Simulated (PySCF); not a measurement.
Ge(H)(NH2)3, SMILES [GeH]([NH2])([NH2])[NH2] (H7GeN3) at its PBE0/def2-SVP optimised geometry (Å):

```
11

Ge    -0.0017    -1.1550     0.0000
N     -0.4837    -2.1335     1.4721
N     -0.5347     0.5934     0.0000
N     -0.8816    -1.8287    -1.4581
H      1.5441    -1.1550     0.0000
H      0.1829    -2.8356     1.7777
H     -1.4179    -2.5329     1.4573
H     -0.1190     1.1550     0.7383
H     -1.5441     0.7143     0.0346
H     -0.7137    -2.8101    -1.6591
H     -0.7645    -1.2885    -2.3112
```

Calculation: PBE0/def2-TZVP run with PySCF 2.14.0. Cells within 0.4 Å of a nucleus heavier than hydrogen are left out (blank, or x).

Map of the electron localisation function on the plane z = 1.5 Å:

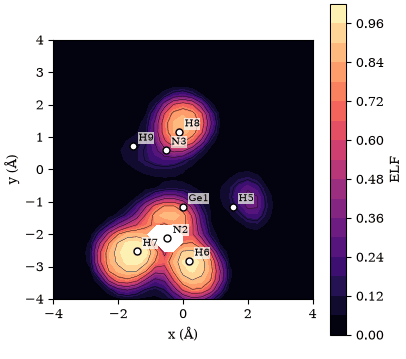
Electron localisation function on the plane z = 1.5 Å.
